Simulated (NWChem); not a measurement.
# One shape, several levels: GeHSCl3 (SMILES [SH][Ge]([Cl])([Cl])[Cl])

Aim: a comparison of 4 runs (HF/STO-3G, HF/3-21G, B3LYP/6-31G*) of GeHSCl3. 

The calculation is run with NWChem 7.3.0.

1 further run of the same task is left out (set aside as unsound or not needed).

### 1 The molecule

GeHSCl3 has 6 atoms, charge 0, and is taken as a singlet. As SMILES, `[SH][Ge]([Cl])([Cl])[Cl]`. Geometry: relaxed at PBE0-D4/def2-TZVP.

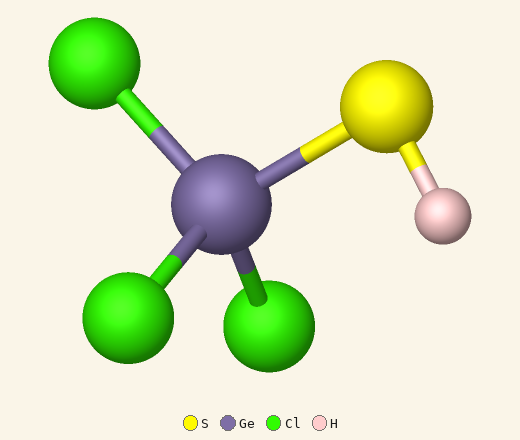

Viewed from a chosen angle; sulfur yellow, germanium purple, chlorine green, hydrogen pink.

### 2 Energy and forces at HF/STO-3G (run 1)

Input file struct.xyz:

```xyz
6
Cl3GeHS gradient
S     -1.043200     0.605800     1.367400
Ge     0.338900    -0.255100    -0.094500
Cl     1.722600    -1.452300     0.981900
Cl    -0.655200    -1.466800    -1.536000
Cl     1.403000     1.236900    -1.179000
H     -1.724000     1.267600     0.414000
```

Input file run.py:

```python
from ase.io import read
from ase.calculators.nwchem import NWChem

system = read('struct.xyz')

calc = NWChem(
    label='struct',
    theory='scf',
    memory='2200 mb',
    basis='STO-3G',
    basispar='spherical bse',
    scf={'nopen': '0', 'rhf': None, 'thresh': '1e-08', 'maxiter': '80'},
)
system.calc = calc

forces = system.get_forces()
print(f"energy = {system.get_potential_energy():.6f} eV")
print("forces (eV/A):")
for s, f in zip(system.symbols, forces):
    print(f"{s:2s} {f[0]:10.5f} {f[1]:10.5f} {f[2]:10.5f}")
print("dipole (e A):", system.get_dipole_moment().round(4))
```

Launch:

```sh
$ export ASE_NWCHEM_COMMAND="nwchem PREFIX.nwi > PREFIX.nwo"
$ python run.py
```

What it wrote:

```text
energy = -103660.576286 eV
forces (eV/A):
S    -0.06387    0.16121   -0.79144
Ge   -0.41086    0.23346    0.59356
Cl    0.26811   -0.20836    0.03702
Cl   -0.08156   -0.15679   -0.17160
Cl    0.14974    0.14434   -0.13082
H     0.13848   -0.17391    0.46321
dipole (e A): [-0.446   0.3117  0.232 ]
```

The calculator wrote struct.nwi:

```
title "struct"

permanent_dir struct

scratch_dir struct

start struct

geometry units angstrom nocenter noautosym noautoz
  S  -1.0431999999999999e+00 6.0580000000000001e-01 1.3673999999999999e+00
  Ge 3.3889999999999998e-01 -2.5509999999999999e-01 -9.4500000000000001e-02
  Cl 1.7225999999999999e+00 -1.4522999999999999e+00 9.8190000000000000e-01
  Cl -6.5520000000000000e-01 -1.4668000000000001e+00 -1.5360000000000000e+00
  Cl 1.4030000000000000e+00 1.2369000000000001e+00 -1.1790000000000000e+00
  H  -1.7240000000000000e+00 1.2676000000000001e+00 4.1399999999999998e-01
end

memory 2200 mb

basis spherical bse noprint
   * library STO-3G
end

scf
  nopen 0
  rhf
  thresh 1e-08
  maxiter 80
end

task scf gradient
```

struct.nwo:

```text
Northwest Computational Chemistry Package (NWChem) 7.3.0
             --------------------------------------------------------

           Job information
           ---------------

    nwchem branch   = 7.3.0
    use scalapack   = T
    input           = struct.nwi
    prefix          = struct.
    data base       = struct/struct.db
    status          = startup
    nproc           =        1

           Memory information
           ------------------

[... 5 lines left out ...]
    hardfail = no
[... 132 lines left out ...]
         Quadratically convergent ROHF
[... 14 lines left out ...]
       Final RHF  results
[... 4 lines left out ...]
      Two-electron energy =   2306.204366677629
[... 64 lines left out ...]
                       ROHF Final Molecular Orbital Analysis
[... 248 lines left out ...]
                 ----------------------------------------
                 |  Time  |  1-e(secs)   |  2-e(secs)   |
                 ----------------------------------------
                 |  CPU   |       0.00   |       2.55   |
                 ----------------------------------------
                 |  WALL  |       0.00   |       2.55   |
                 ----------------------------------------

 Task  times  cpu:       10.2s     wall:       10.2s
 Total times  cpu:       10.2s     wall:       10.2s
```

Wall time 11 s (1 thread of Intel Xeon Platinum 8259CL at 2.50GHz (Skylake/Cascade Lake), shared host); peak memory 0.1 GiB.

### 3 Energy and gradient at HF/3-21G (run 2)

Input file run.py:

```python
from ase import Atoms
from ase.calculators.nwchem import NWChem

molecule = Atoms(['S', 'Ge', 'Cl', 'Cl', 'Cl', 'H'], positions=[
    [-1.043200, 0.605800, 1.367400],
    [0.338900, -0.255100, -0.094500],
    [1.722600, -1.452300, 0.981900],
    [-0.655200, -1.466800, -1.536000],
    [1.403000, 1.236900, -1.179000],
    [-1.724000, 1.267600, 0.414000],
])

calc = NWChem(
    label='cl3gehs',
    theory='scf',
    memory='2200 mb',
    basis='3-21G',
    basispar='spherical bse',
    scf={'nopen': '0', 'rhf': None, 'thresh': '1e-08', 'maxiter': '80'},
)
molecule.calc = calc

forces = molecule.get_forces()
e = molecule.get_potential_energy()
print(f"E = {e:.6f} eV")
print("forces (eV/A):")
for s, f in zip(molecule.symbols, forces):
    print(f"{s:2s} {f[0]:10.5f} {f[1]:10.5f} {f[2]:10.5f}")
print("dipole (e A):", molecule.get_dipole_moment().round(4))
```

Launch:

```sh
$ export ASE_NWCHEM_COMMAND="nwchem PREFIX.nwi > PREFIX.nwo"
$ python run.py
```

What it wrote:

```text
E = -104315.438129 eV
forces (eV/A):
S    -0.58225    0.38741    0.44902
Ge    0.03337   -0.08408    0.40536
Cl    0.98967   -0.84934    0.72155
Cl   -0.72150   -0.83489   -0.99450
Cl    0.72464    1.06259   -0.74300
H    -0.44393    0.31830    0.16157
dipole (e A): [-0.3492  0.2679  0.0128]
```

The calculator wrote cl3gehs.nwi:

```
title "cl3gehs"

permanent_dir cl3gehs

scratch_dir cl3gehs

start cl3gehs

geometry units angstrom nocenter noautosym noautoz
  S  -1.0431999999999999e+00 6.0580000000000001e-01 1.3673999999999999e+00
  Ge 3.3889999999999998e-01 -2.5509999999999999e-01 -9.4500000000000001e-02
  Cl 1.7225999999999999e+00 -1.4522999999999999e+00 9.8190000000000000e-01
  Cl -6.5520000000000000e-01 -1.4668000000000001e+00 -1.5360000000000000e+00
  Cl 1.4030000000000000e+00 1.2369000000000001e+00 -1.1790000000000000e+00
  H  -1.7240000000000000e+00 1.2676000000000001e+00 4.1399999999999998e-01
end

memory 2200 mb

basis spherical bse noprint
   * library 3-21G
end

scf
  nopen 0
  rhf
  thresh 1e-08
  maxiter 80
end

task scf gradient
```

cl3gehs.nwo:

```text
Northwest Computational Chemistry Package (NWChem) 7.3.0
             --------------------------------------------------------

           Job information
           ---------------

    nwchem branch   = 7.3.0
    use scalapack   = T
    input           = cl3gehs.nwi
    prefix          = cl3gehs.
    data base       = cl3gehs/cl3gehs.db
    status          = startup
    nproc           =        1

           Memory information
           ------------------

[... 5 lines left out ...]
    hardfail = no
[... 132 lines left out ...]
         Quadratically convergent ROHF
[... 14 lines left out ...]
       Final RHF  results
[... 4 lines left out ...]
      Two-electron energy =   2292.921260412595
[... 69 lines left out ...]
                       ROHF Final Molecular Orbital Analysis
[... 252 lines left out ...]
                 ----------------------------------------
                 |  Time  |  1-e(secs)   |  2-e(secs)   |
                 ----------------------------------------
                 |  CPU   |       0.01   |       3.24   |
                 ----------------------------------------
                 |  WALL  |       0.01   |       3.24   |
                 ----------------------------------------

 Task  times  cpu:       13.4s     wall:       13.4s
 Total times  cpu:       13.4s     wall:       13.4s
```

It took 15 s on 1 thread of Intel Xeon Platinum 8259CL at 2.50GHz (Skylake/Cascade Lake), shared host; peak memory 0.098 GiB.

### 4 Energy and gradient at B3LYP/6-31G(d) (Cartesian functions) (run 3)

Input file struct.nw:

```
start struct
title "Cl3GeHS B3LYP"
memory stack 880 mb heap 220 mb global 1100 mb
geometry units angstroms noautosym nocenter noautoz
   S    -1.043200    0.605800    1.367400
   Ge    0.338900   -0.255100   -0.094500
   Cl    1.722600   -1.452300    0.981900
   Cl   -0.655200   -1.466800   -1.536000
   Cl    1.403000    1.236900   -1.179000
   H    -1.724000    1.267600    0.414000
end
basis cartesian
   * library 6-31G*
end
dft
   xc b3lyp
   grid fine
   convergence energy 1e-08
   maxiter 100
   mulliken
   print low
end
task dft gradient
```

Launch:

```sh
$ nwchem struct.nw > struct.out
```

What it wrote:

```text
[...]
 d= 0,ls=0.0,diis     1  -3856.1796181990 -4.66D+03  1.98D-02  1.91D+00     8.2
[...]
 d= 0,ls=0.0,diis    10  -3856.2986801544 -6.04D-10  2.91D-07  9.42D-10    58.5
         Total DFT energy =    -3856.298680154423
      One electron energy =    -6954.170447984836
           Coulomb energy =     2483.361909832528
    Exchange-Corr. energy =     -189.997819839190
 Nuclear repulsion energy =      804.507677837075
[...]
                         DFT ENERGY GRADIENTS
    atom               coordinates                        gradient
                 x          y          z           x          y          z
   1 S      -1.971362   1.144796   2.584011    0.004414  -0.002315  -0.007893
   2 Ge      0.640428  -0.482069  -0.178579    0.001390  -0.000706  -0.002622
   3 Cl      3.255242  -2.744449   1.855522   -0.008065   0.006954  -0.006094
   4 Cl     -1.238148  -2.771850  -2.902619    0.005981   0.007287   0.008575
   5 Cl      2.651286   2.337402  -2.227987   -0.006394  -0.008949   0.006417
   6 H      -3.257888   2.395417   0.782347    0.002674  -0.002271   0.001617
 Task  times  cpu:       82.9s     wall:       82.9s
 Total times  cpu:       83.0s     wall:       83.0s
```

It took 84 s on 1 thread of Intel Xeon Platinum 8259CL at 2.50GHz (Skylake/Cascade Lake), shared host; peak memory 0.13 GiB.

### 5 Energy and gradient at B3LYP/6-31G(d) (spherical functions) (run 4)

Input file cl3gehs.nw:

```
start cl3gehs
memory stack 880 mb heap 220 mb global 1100 mb

geometry units angstroms noautosym nocenter noautoz
 S    -1.043200    0.605800    1.367400
 Ge    0.338900   -0.255100   -0.094500
 Cl    1.722600   -1.452300    0.981900
 Cl   -0.655200   -1.466800   -1.536000
 Cl    1.403000    1.236900   -1.179000
 H    -1.724000    1.267600    0.414000
end

basis spherical bse
 * library 6-31G*
end

dft
 xc b3lyp
 mult 1
 grid fine
 convergence energy 1e-08
 iterations 100
 mulliken
 noprint "final vectors analysis"
end

task dft gradient
```

Launch:

```sh
$ nwchem cl3gehs.nw > cl3gehs.out
```

What it wrote:

```text
[...]
          Wavefunction type:  closed shell.
          No. of atoms     :     6
          No. of electrons :   100
[...]
          Charge           :     0
          Spin multiplicity:     1
[...]
          AO basis - number of functions:   106
[...]
              XC Information
              --------------
                         B3LYP Method XC Potential
                     Hartree-Fock (Exact) Exchange  0.200
                        Slater Exchange Functional  0.800 local
                    Becke 1988 Exchange Functional  0.720 non-local
              Lee-Yang-Parr Correlation Functional  0.810
                  VWN I RPA Correlation Functional  0.190 local
[...]
 d= 0,ls=0.0,diis     1  -3856.1687085314 -4.66D+03  1.97D-02  8.04D-01     8.3
[...]
 d= 0,ls=0.0,diis     8  -3856.2814708377  8.46D-09  4.40D-06  2.09D-07    47.1
         Total DFT energy =    -3856.281470837653
      One electron energy =    -6954.424914550249
           Coulomb energy =     2483.723192699886
    Exchange-Corr. energy =     -190.087426824365
 Nuclear repulsion energy =      804.507677837075
[...]
  wavefunction    = closed shell
                         DFT ENERGY GRADIENTS
    atom               coordinates                        gradient
                 x          y          z           x          y          z
   1 S      -1.971362   1.144796   2.584011    0.004583  -0.002412  -0.008130
   2 Ge      0.640428  -0.482069  -0.178579    0.001399  -0.000727  -0.002521
   3 Cl      3.255242  -2.744449   1.855522   -0.008204   0.007075  -0.006214
   4 Cl     -1.238148  -2.771850  -2.902619    0.006079   0.007401   0.008697
   5 Cl      2.651286   2.337402  -2.227987   -0.006492  -0.009091   0.006506
   6 H      -3.257888   2.395417   0.782347    0.002635  -0.002247   0.001661
[...]
```

Wall time 73 s (1 thread of Intel Xeon Platinum 8259CL at 2.50GHz (Skylake/Cascade Lake), shared host); peak memory 0.13 GiB.

### 6 Overview of the runs

```csv
run,level,Cartesian functions,iteration cap,energy (Eh),dipole moment (D),largest force (eV/Å),wall time
1,HF/STO-3G,no,80,-3809.455946,2.84,0.810,11 s
2,HF/3-21G,no,80,-3833.521675,2.11,1.490,15 s
3,B3LYP/6-31G* (Cartesian functions),yes,100,-3856.298680,–,0.655,84 s
4,B3LYP/6-31G* (spherical functions),no,100,-3856.281471,1.60,0.665,73 s
```

### 7 Summary of results

| quantity | value |
| --- | --- |
| run 4: total energy | -3856.28147 Eh |
| run 4: dipole moment | 1.60 D |
| run 4: largest force on an atom | 0.665 eV/Å |

What this shows: Over runs 1, 2, 4 the dipole moment (its size) runs from 1.60 D (B3LYP/6-31G*) to 2.84 D (HF/STO-3G). The two ends differ in method and basis. In run 1 the basis is minimal, so the values are rough. All runs together took 3 min, the longest 84 s.
